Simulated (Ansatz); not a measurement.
# Bi (R-3m, 2 atoms in the cell): zone-centre modes under pressure, part 2 of 2

Wanted: Grüneisen parameters and pressure coefficients of the modes of Bi (R-3m, 2 atoms in the cell).

Ansatz 0.2.0; DFT LDA, scalar-relativistic, plane waves, PAW; PAW set soft_1.

So far, highest optical mode at the zone centre (no LO-TO term) (cm⁻¹): step 4 (modes at rest) 99.6.

The database entry behind the starting cell lists a temperature near 78 K, so it need not match the best structure at ambient conditions.

## 5. A member of the series: 1.06 times the volume at rest

The cell is set to 1.06 times the volume at rest, and shape and atoms relax at that volume.

The input, input.yaml:

```yaml
crystal:
  lattice:
    - [2.2783184074, 1.3153877458, 3.9523716471]
    - [-2.2783184074, 1.3153877458, 3.9523716471]
    - [0.0, -2.6307754916, 3.9523716471]
  atoms:
    - { symbol: Bi, position: [0.235082743, 0.235082743, 0.235082743] }
    - { symbol: Bi, position: [0.764917257, 0.764917257, 0.764917257] }
kpoints:
  mp_grid: { grid: [12, 12, 12] }
hamiltonian:
  xc: lda
  pseudopotentials: { kind: paw, azcp: { folder: soft_1 }, xc_functional: pbe }
scf:
  occupations: { method: methfessel_paxton, width: 0.2 }
output:
  forces: true
  stress: true
  eigenvalues: true
relax:
  adjacent_minimum: "off"
  f_tol: 0.001
  max_steps: 60
  cell: { stress_tol: 0.01, fix: [volume] }
```

The run is started by

```sh
> ansatz run input.yaml --threads 4 --pin off --max-ram 10240MiB --backend cpu --events-out ev --progress --plain --runs-dir out
```

Numbers of over 12 decimals in the logs are rounded to 6 here.

Log:

```text
[...]
Crystal: 2 atoms, lattice volume = 71.069 Å³
Basis set: ecut = 420 eV, 1393 PW (Γ)
Bands: 19, of which v1, the nominal top of the filled ones, is band 15 counted from 1 (14 counted from 0)
Symmetry: 12 space group operations
[...]
k-points: 189 of 1728
[...]
k-point 188: bands = [... 11 lower, -0.7225, 8.3228, 8.6850, 8.6850, 9.9597, 9.9597, 9.9896, 16.1960]
--- Relaxed structure (4 steps of the walk, 4 accepted, 1 SCFs on fresh bases) ---
[...]
cell:  # Å, volume = 71.0685 Å³
    - [2.271084, 1.311211, 3.977593]
    - [-2.271084, 1.311211, 3.977593]
    - [0, -2.622422, 3.977593]
  atoms:
    - { symbol: Bi, position: [0.234016, 0.234016, 0.234016] }
    - { symbol: Bi, position: [0.765984, 0.765984, 0.765984] }
[key lines of the parts left out:]
SCF converged after 7 iterations
Free energy (F): -24175.658906 eV
Fermi energy:    9.216916 eV
P = ⅓ Tr σ = -2.0016 GPa (-20.016 kbar)
```

It took 14 s on 4 threads of Arm Neoverse V2, shared host; peak memory 0.5 GiB; 52 s of CPU time.

Step by step:

```csv
step,energy less that of the first step (eV),largest force component (eV/Å),pressure (GPa),volume (Å³)
1,0.0000,0.0788,-2.29,71.07
2,-0.0009,0.0180,-2.03,71.07
3,-0.0011,0.0017,-2.03,71.07
4,-0.0012,0.0009,-2.00,71.07
5*,-0.0012,0.0010,-2.00,71.07
```

Relaxation steps marked * repeat the geometry before them on a plane-wave basis chosen anew for their cell, so energy and pressure can jump there.

Forces are held to the 12 operations that the run works with; a distortion that breaks them can't arise in this run.

```csv
"conventional cell, symmetrised",before,after,change
a (Å),4.557,4.542,-0.3 %
b (Å),4.557,4.542,-0.3 %
c (Å),11.857,11.933,+0.6 %
volume (Å³/atom),35.53,35.53,-0.0 %
```

The atoms that moved most (Å, as changes of fractional coordinates times the final cell):

```csv
atom,dx,dy,dz,length
Bi1,0.000,0.000,-0.013,0.013
Bi2,0.000,0.000,0.013,0.013
```

Final coordinates:

```xyz
2
Lattice="2.2711 1.3112 3.9776 -2.2711 1.3112 3.9776 0.0000 -2.6224 3.9776" Properties=species:S:1:pos:R:3 pbc="T T T"
Bi    0.0000    0.0000    2.7925
Bi    0.0000    0.0000    9.1403
```

Numbers from this step:

```yaml
pressure: -2.002 GPa
volume_per_atom: 35.53 Å³
```

The largest force component left is 0.95 meV/Å, at a pressure of -2.00 GPa.

## 6. Zone-centre modes of the member: 1.06 times the volume at rest

The zone-centre modes follow for 1.06 times the volume at rest.

input.yaml, the sections that differ from step 5:

```yaml
crystal:
  lattice:
    - [2.2710836626, 1.3112107639, 3.9775930388]
    - [-2.2710836626, 1.3112107639, 3.9775930388]
    - [0.0, -2.6224215279, 3.9775930388]
  atoms:
    - { symbol: Bi, position: [0.2340158487, 0.2340158487, 0.2340158487] }
    - { symbol: Bi, position: [0.7659841513, 0.7659841513, 0.7659841513] }
output:
  eigenvalues: true
phonons:
  method: dfpt
# kpoints, hamiltonian, scf: as in step 5
# relax: removed
```

Log:

```text
[...]
Crystal: 2 atoms, lattice volume = 71.069 Å³
Basis set: ecut = 420 eV, 1381 PW (Γ), exchange–correlation on 64×64×64 points (8 copies of the dense FFT grid, shifted against one another)
Bands: 19, of which v1, the nominal top of the filled ones, is band 15 counted from 1 (14 counted from 0)
Symmetry: 12 space group operations
k-points: 476 of 1728 (irreducible under 2 space group operations, time reversal used)
[...]
SCF iter   1: F=—  HF=-24175.684614 eV  |F-HF|=—  |Δ(HF+E_count)|=         —  Δρ=1.17e-2  dr2=8.44e-2  ethr=3.10e-3  ⟨swp⟩=5.5  Hψ=43655  notcnv=0
[...]
SCF iter  11: F=-24175.658907 eV  HF=-24175.658907 eV  |F-HF|=3.64e-12  |Δ(HF+E_count)|=  7.28e-12  S|Δr|=    0.00e0  Δρ=5.75e-8  dr2=2.85e-12  ethr=1.00e-12  ⟨swp⟩=5.3  Hψ=35025  notcnv=0
SCF 1 converged in 11 iterations: F = -24175.658907 eV  dr2 = 2.85e-12
[...]
SCF converged after 11 iterations
[...]
Free energy (F): -24175.658907 eV
[...]
Internal energy: -24175.660288 eV  (E = F + TS)
E sigma→0 (E₀):  -24175.659252 eV
Entropy (-TS):   0.001382 eV (0.691 meV/atom)
Fermi energy:    9.216916 eV
[...]
--- Band table (eV; the first three rows and the last of 476) ---
  k-point 0: bands = [... 11 lower, 1.6271, 7.7410, 8.0758, 8.0758, 11.7290, 12.1661, 12.1661, 14.9075]
  k-point 1: bands = [... 11 lower, 1.4822, 7.7773, 8.0639, 8.0691, 11.6302, 11.8337, 12.0093, 14.6020]
  k-point 2: bands = [... 11 lower, 1.0796, 7.8367, 8.0558, 8.0801, 11.0459, 11.4348, 11.6119, 14.3278]
  k-point 475: bands = [... 11 lower, -0.7225, 8.3228, 8.6850, 8.6850, 9.9597, 9.9597, 9.9896, 16.1960]
[...]
ASR residual: 3.273e-4 → 0.000e0 eV/Å²; symmetrization residual: 2.762e-5 eV/Å²
  ASR residual per site (eV/Å²): 3.27e-4 3.27e-4
  Γ frequencies (cm⁻¹): 0.00 0.00 0.00 70.20 70.20 101.26
[...]
```

Elapsed: 32 s, on 4 threads; peak memory 1.8 GiB.

This step gave:

* sum-rule residual before enforcement: 3.27e-4 eV/Å²
* highest optical mode at the zone centre (no LO-TO term): 101.3 cm⁻¹
* lowest optical zone-centre mode: 70.2 cm⁻¹

Patterns of degenerate modes are one choice out of their space. Modes at Γ:

```csv
mode,frequency (cm⁻¹),symmetry
1,0.0,acoustic
2,0.0,acoustic
3,0.0,acoustic
4,70.2,Eg
5,70.2,Eg
6,101.3,A1g
```

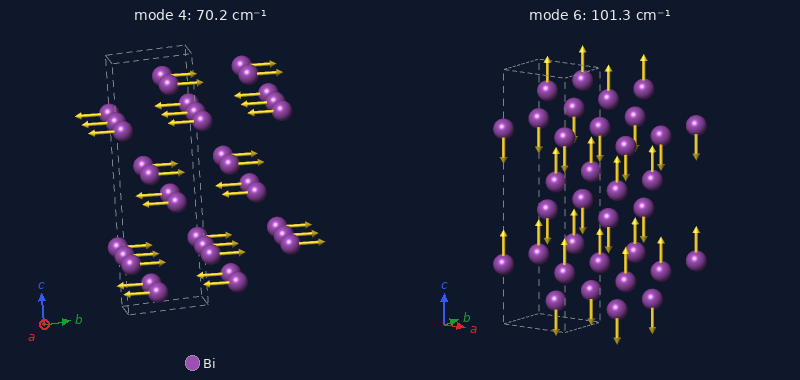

Displacement patterns of modes 4 and 6 at Γ; arrows are exaggerated. 2×2×1 conventional cells are drawn. Some periodic images of atoms are drawn too.

The lowest optical mode is real, 70.2 cm⁻¹, and the highest lies at 101.3 cm⁻¹.

## 7. Relaxation of a member: 0.9 times the volume at rest

The cell is set to 0.9 times the volume at rest, and shape and atoms relax at that volume.

input.yaml, the sections that differ from step 6:

```yaml
crystal:
  lattice:
    - [2.1868736132, 1.2625920693, 3.642301465]
    - [-2.1868736132, 1.2625920693, 3.642301465]
    - [0.0, -2.5251841385, 3.642301465]
  atoms:
    - { symbol: Bi, position: [0.241060623, 0.241060623, 0.241060623] }
    - { symbol: Bi, position: [0.758939377, 0.758939377, 0.758939377] }
output:
  forces: true
  stress: true
  eigenvalues: true
relax:
  adjacent_minimum: "off"
  f_tol: 0.001
  max_steps: 60
  cell: { stress_tol: 0.01, fix: [volume] }
# kpoints, hamiltonian, scf: as in step 6
# phonons: removed
```

Log:

```text
[...]
Crystal: 2 atoms, lattice volume = 60.341 Å³
Basis set: ecut = 420 eV, 1207 PW (Γ)
Bands: 19, of which v1, the nominal top of the filled ones, is band 15 counted from 1 (14 counted from 0)
Symmetry: 12 space group operations
[...]
k-points: 189 of 1728
[...]
k-point 188: bands = [... 11 lower, 0.8616, 11.1931, 11.3012, 11.3012, 11.9379, 11.9379, 12.1177, 19.9917]
--- Relaxed structure (5 steps of the walk, 5 accepted, 1 SCFs on fresh bases) ---
[...]
cell:  # Å, volume = 60.3412 Å³
    - [2.190027, 1.264413, 3.631820]
    - [-2.190027, 1.264413, 3.631820]
    - [0, -2.528825, 3.631820]
  atoms:
    - { symbol: Bi, position: [0.242059, 0.242059, 0.242059] }
    - { symbol: Bi, position: [0.757941, 0.757941, 0.757941] }
[key lines of the parts left out:]
SCF converged after 6 iterations
Free energy (F): -24175.572284 eV
Fermi energy:    11.884103 eV
P = ⅓ Tr σ = 6.1175 GPa (61.175 kbar)
```

The job ended after 11 s (4 threads; peak memory 0.47 GiB; 43 s of CPU time).

The steps of the relaxation:

```csv
step,energy less that of the first step (eV),largest force component (eV/Å),pressure (GPa),volume (Å³)
1,0.0000,0.0707,6.31,60.34
2,-0.0007,0.0073,6.11,60.34
3,-0.0008,0.0010,6.12,60.34
4,-0.0008,0.0036,6.11,60.34
5,-0.0008,0.0002,6.12,60.34
6*,-0.0008,0.0002,6.12,60.34
```

Relaxation steps marked * repeat the geometry before them on a plane-wave basis chosen anew for their cell, so energy and pressure can jump there.

Forces are held to the 12 operations that the run works with; a distortion that breaks them can't arise in this run.

```csv
"conventional cell, symmetrised",before,after,change
a (Å),4.374,4.380,+0.1 %
b (Å),4.374,4.380,+0.1 %
c (Å),10.927,10.895,-0.3 %
volume (Å³/atom),30.17,30.17,+0.0 %
```

The atoms that moved most (Å, as changes of fractional coordinates times the final cell):

```csv
atom,dx,dy,dz,length
Bi1,0.000,0.000,0.011,0.011
Bi2,0.000,0.000,-0.011,0.011
```

Final coordinates:

```
Bi
1.0
     2.19003    1.26441    3.63182
    -2.19003    1.26441    3.63182
     0.00000   -2.52883    3.63182
Bi
2
Direct
  0.24206 0.24206 0.24206
  0.75794 0.75794 0.75794
```

This step gave:

```
pressure        : 6.117 GPa
volume per atom : 30.17 Å³
```

The largest force component left is 0.20 meV/Å, at a pressure of 6.12 GPa.

## 8. Modes of this member: 0.9 times the volume at rest

The zone-centre modes follow for 0.9 times the volume at rest.

input.yaml, the sections that differ from step 7:

```yaml
crystal:
  lattice:
    - [2.1900271079, 1.2644127403, 3.6318196687]
    - [-2.1900271079, 1.2644127403, 3.6318196687]
    - [0.0, -2.5288254806, 3.6318196688]
  atoms:
    - { symbol: Bi, position: [0.2420589673, 0.2420589673, 0.2420589673] }
    - { symbol: Bi, position: [0.7579410327, 0.7579410327, 0.7579410327] }
output:
  eigenvalues: true
phonons:
  method: dfpt
# kpoints, hamiltonian, scf: as in step 7
# relax: removed
```

Log:

```text
[...]
Crystal: 2 atoms, lattice volume = 60.341 Å³
Basis set: ecut = 420 eV, 1231 PW (Γ), exchange–correlation on 60×60×60 points (8 copies of the dense FFT grid, shifted against one another)
Bands: 19, of which v1, the nominal top of the filled ones, is band 15 counted from 1 (14 counted from 0)
Symmetry: 12 space group operations
k-points: 476 of 1728 (irreducible under 2 space group operations, time reversal used)
[...]
k-point 1: bands = [... 11 lower, 4.6344, 10.2208, 10.3022, 10.3782, 14.8044, 14.8850, 14.9622, 16.9110]
  k-point 2: bands = [... 11 lower, 3.9901, 10.3016, 10.3648, 10.5989, 14.0213, 14.2914, 14.3424, 16.7327]
  k-point 475: bands = [... 11 lower, 0.8616, 11.1931, 11.3012, 11.3012, 11.9379, 11.9379, 12.1177, 19.9917]
[...]
ASR residual: 3.270e-4 → 0.000e0 eV/Å²; symmetrization residual: 2.957e-5 eV/Å²
  ASR residual per site (eV/Å²): 3.27e-4 3.27e-4
  Γ frequencies (cm⁻¹): 0.00 0.00 0.00 47.40 47.40 89.02
[...]
[key lines of the parts left out:]
SCF converged after 9 iterations
Free energy (F): -24175.572285 eV
Fermi energy:    11.884103 eV
```

Run time: 26 s. Hardware: 4 threads; peak memory 1.6 GiB; 97 s of CPU time.

This step gave:

| Item | Value |
| --- | --- |
| highest optical mode at the zone centre (no LO-TO term) | 89.02 cm⁻¹ |
| lowest optical zone-centre mode | 47.4 cm⁻¹ |

Patterns of degenerate modes are one choice out of their space. Modes at Γ:

```csv
mode,frequency (cm⁻¹),symmetry
1,0.0,acoustic
2,0.0,acoustic
3,0.0,acoustic
4,47.4,Eg
5,47.4,Eg
6,89.0,A1g
```

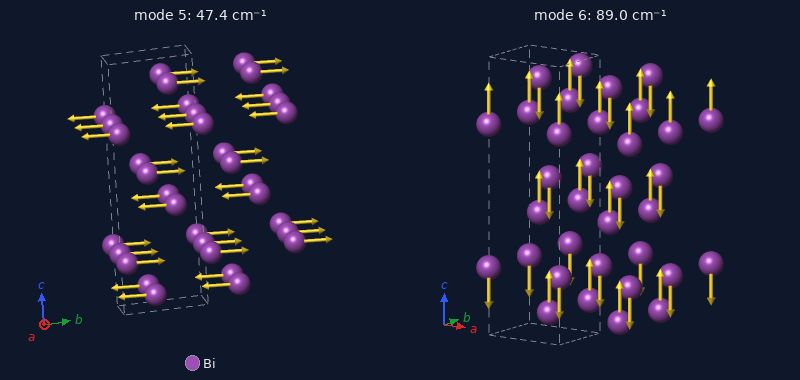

Displacement patterns of modes 5 and 6 at Γ; arrows are exaggerated. 2×2×1 conventional cells are drawn. Some periodic images of atoms are drawn too.

The lowest optical mode is real, 47.4 cm⁻¹, and the highest lies at 89.0 cm⁻¹.

Between step 4 and this run (volume ratio 0.9) the value for the highest optical mode at the zone centre (no LO-TO term) moves from 99.6 cm⁻¹ to 89.0 cm⁻¹ (-11 %).

## 9. The series together

The members are set side by side, also those not shown above.

Each row is one cell with its response, relaxed at fixed volume as far as symmetry leaves anything free; energies are extrapolated to zero smearing, and E0 is that at rest; shape and atoms are relaxed in each cell where symmetry leaves them free; all runs use 12×12×12 k points and Methfessel-Paxton smearing of 0.2 eV. State of the crystal along the series:

```csv
volume ratio,V (Å³/atom),pressure (GPa),E - E0 (meV/atom),first cell vector (Å),third cell vector (Å)
0.9,30.17,6.117,56.88,4.426,4.426
0.92,30.84,4.553,34.61,4.465,4.465
0.94,31.51,3.175,18.5,4.505,4.505
0.96,32.18,1.967,7.807,4.545,4.545
0.98,32.85,0.9162,1.851,4.587,4.587
0.99,33.19,0.4391,0.4493,4.608,4.608
1,33.52,0.001474,0,4.629,4.629
1.02,34.19,-0.7796,1.682,4.673,4.673
1.04,34.86,-1.442,6.374,4.718,4.718
1.06,35.53,-2.002,13.61,4.764,4.764
```

Each mode is tracked from rest by its pattern, and modes that stay within 0.3 cm⁻¹ of each other stand once; shape and atoms are relaxed in each cell where symmetry leaves them free; all runs use 12×12×12 k points and Methfessel-Paxton smearing of 0.2 eV. Optical modes along the series:

```csv
V (Å³/atom),mode 4 Eg (cm⁻¹),mode 6 A1g (cm⁻¹)
30.17,47.4,89.02
30.84,53.19,93.39
31.51,57.55,96.23
32.18,60.5,98.05
32.85,62.65,99.13
33.19,63.36,99.34
33.52,64.24,99.58
34.19,65.99,100
34.86,67.98,100.6
35.53,70.2,101.3
```

From cubic fits (parabolas where under five rows exist) of ln ω and P against ln V through the rows within about 4 % of rest: γ = −d ln ω / d ln V and dω/dP = γ ω / B. Slopes at rest:

```csv
mode,fitted frequency at rest (cm⁻¹),Grüneisen parameter γ,dω/dP (cm⁻¹/GPa)
mode 4 Eg,64.3,-1.27,-1.93
mode 6 A1g,99.6,-0.19,-0.45
```

## 10. Summary of results

| Property | Result |
| --- | --- |
| members | 10 |
| highest optical mode at the zone centre (no LO-TO term), at rest | 99.58 cm⁻¹ |
| bulk modulus at rest | 42.3 GPa |
| mode 4 Eg, γ | -1.27 |
| mode 6 A1g, γ | -0.19 |

**Reading.** The series spans -2.0 to 6.1 GPa, and the slope at rest gives a bulk modulus of 42 GPa. Among the modes in the table of slopes γ runs from -1.27 (mode 4 Eg) to -0.19 (mode 6 A1g). A negative γ means that the mode softens under pressure. One k mesh and one cutoff serve the ground states and modes of all volumes. These are harmonic frequencies at zero temperature: anharmonic shifts, linewidths and thermal expansion are left out. Spin-orbit coupling is left out, which can matter for the heavy elements here. With no gap, or one that is small against the smearing, the frequencies hang on the k mesh and the smearing, most of all near Kohn anomalies. The PAW files were made for PBE; the program adapts parts of them to the functional of the run, but their partial waves stay those of PBE, an approximation that was not tested in this session. Only the zone centre was solved, so an instability at another wavevector cannot show here.

Comparison with the measured values:

| quantity | measured | LDA, PAW; PAW set soft_1 |
| --- | --- | --- |
| Raman mode, Eg (cm⁻¹) | 69 | 64 (-6.9 %) |
| Raman mode, A1g (cm⁻¹) | 94.5 | 100 (+5.4 %) |

Measured values from pmc:9323643 (2022).

How well it matches: The Raman mode is off by -6.9 %: fair agreement. The Raman mode is off by +5.4 %: fair agreement. The grades are ours: good and fair within 3 and 7 % for the Raman mode. Zero-point motion and thermal expansion are not in the computed Raman mode.

[Logs are printed without paths, hosts, clocks, repeated set-up lines and the standing remarks that a program may print on its own settings, such as how far it seeks lower states.]

[Hosts, paths, dates, database ids (printed as entryN), source tags and the programs' standing remarks are cut or masked in the printed files.]
